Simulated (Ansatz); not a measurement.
**Single-point calculation of AlF4 (charge −1)**

The run: single-point calculation of AlF4, charge −1. Method and program: RKS PBE0-D4/def2-TZVPPD (Ansatz 0.2.0).

The geometry comes from this level: PBE0-D4/def2-TZVPD.

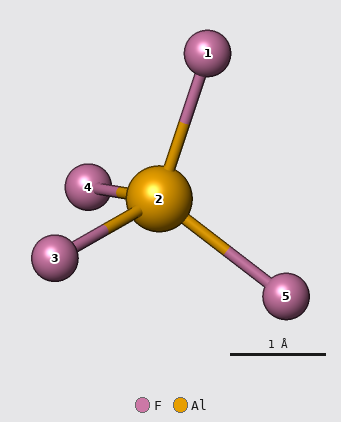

Figure 1. The structure as given in the input (ball-and-stick view, seen at a tilt; atoms are numbered from 1 in the order of the input). Sticks mark near contacts. Bond lengths as drawn: Al–F 1.69 Å.

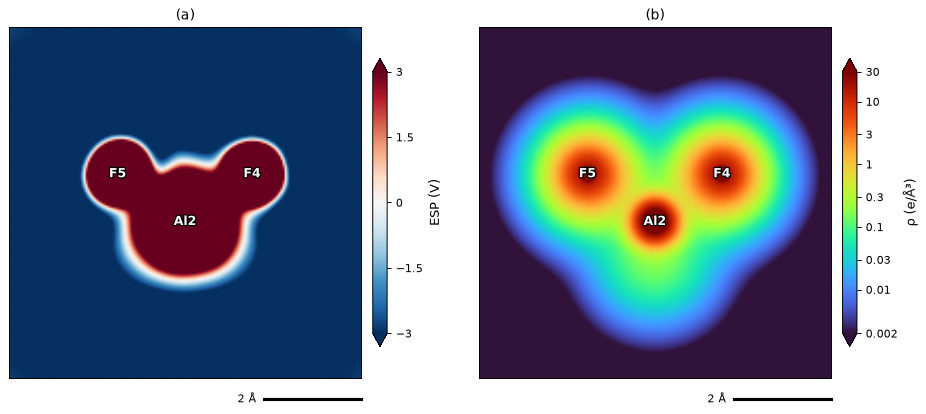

Figure 2. (a) electrostatic potential; (b) electron density on the plane of atoms F4, Al2 and F5. The section cuts through Al and F sites.

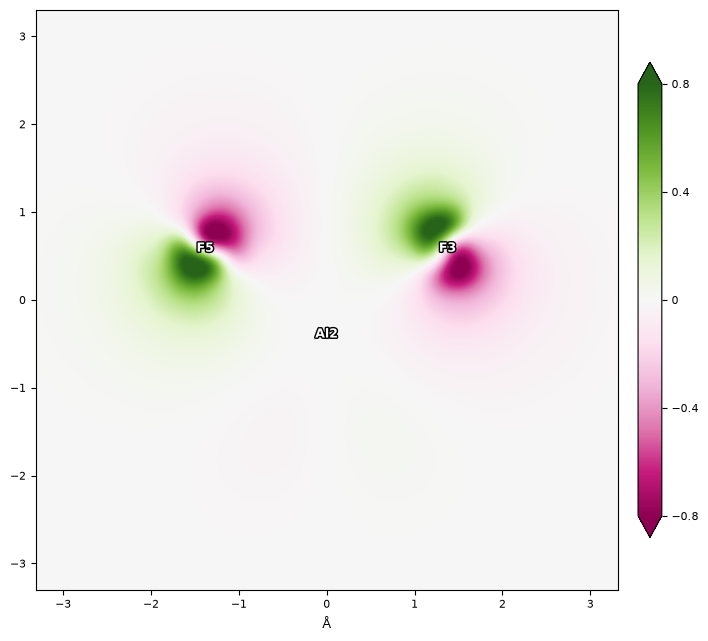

Figure 3. The HOMO on the plane of atoms F3, Al2 and F5 (values in Å⁻³ᐟ²; the overall sign is arbitrary). Its energy is −5.43 eV.

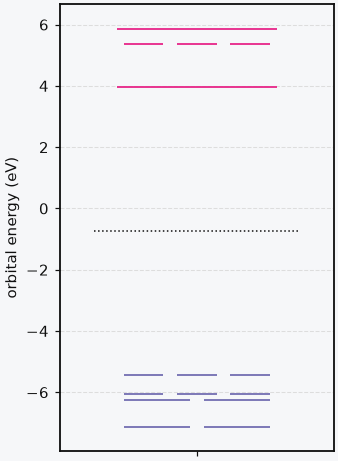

Figure 4. Orbital energies near the frontier; the dotted line parts filled from empty levels, and levels within 0.02 eV of each other stand side by side. Highest filled −5.43 eV, lowest empty 3.96 eV, 9.39 eV apart.

The input that produced these results follows, with the program's output.

## The input
```yaml
crystal:
  periodic: [false, false, false]
  atoms:
    - {symbol: F, position_ang: [-0.156897, -0.539956, 1.523280]}
    - {symbol: Al, position_ang: [0.299466, -0.710412, -0.093890]}
    - {symbol: F, position_ang: [0.879001, -2.275428, -0.353569]}
    - {symbol: F, position_ang: [-1.037262, -0.433009, -1.088258]}
    - {symbol: F, position_ang: [1.513029, 0.406710, -0.457021]}
basis:
  gaussian: {orbitals: "def2-TZVPPD.json"}
total_charge: -1
hamiltonian: {xc: pbe0, dispersion: d4}
output: {orbitals: {seedname: orbitals}}
```

Launch command:
```bash
ansatz run in.yaml --threads 2 --pin off --events-out ev --progress --plain --max-ram 4352MiB
```

## Log
```
Functional definition: PBE0
  name "PBE0"
  cite "Adamo & Barone, J. Chem. Phys. 110, 6158 (1999) doi:10.1063/1.478522"
  cite "Perdew, Burke & Ernzerhof, Phys. Rev. Lett. 77, 3865 (1996) doi:10.1103/PhysRevLett.77.3865"
  parent pbe
  parameter a = 0.25
  parameter kappa = 0.804
  parameter beta = 0.06672455060314922
  exchange = (1 - a)*pbe_x(kappa = kappa, mu = beta*pi^2/3) + a*exact_x
  correlation = pbe_c(beta = beta)
1099 factors; their error is unknown
mean field evaluation 1: about -17466.3754 eV, gradient 2.4e1 eV
mean field evaluation 2: about -17465.5701 eV, gradient 3.6e1 eV
mean field evaluation 4: about -17467.2423 eV, gradient 3.7e-1 eV
mean field evaluation 8: about -17467.2979 eV, gradient 2.2e-3 eV
mean field -17467.29785593 eV, -641.9113564456 hartree, gradient 2.0e-5 eV, S^2 0.000000; 0 other end points of the search recorded, 0 dependent functions left out
reference -17467.29789890 eV, -641.9113580247 hartree; 25, 25 occupied and 183, 183 virtual orbitals, 1099 factors
Total energy: -17467.36699927 eV, -641.9138974166 hartree
```

## Summary

- outcome: converged
- total energy: −17467.3670 eV
- mean-field energy: −17467.2979 eV
- dispersion energy: −0.0691 eV
- SCF solution under orbital rotations: stable
- HOMO: −5.43 eV
- LUMO: 3.96 eV
- hardware: 2 threads of AMD EPYC, 11 GiB of memory available, shared host
- wall time: 3.8 s (CPU time 7.2 s)
- peak memory: 0.5 GiB
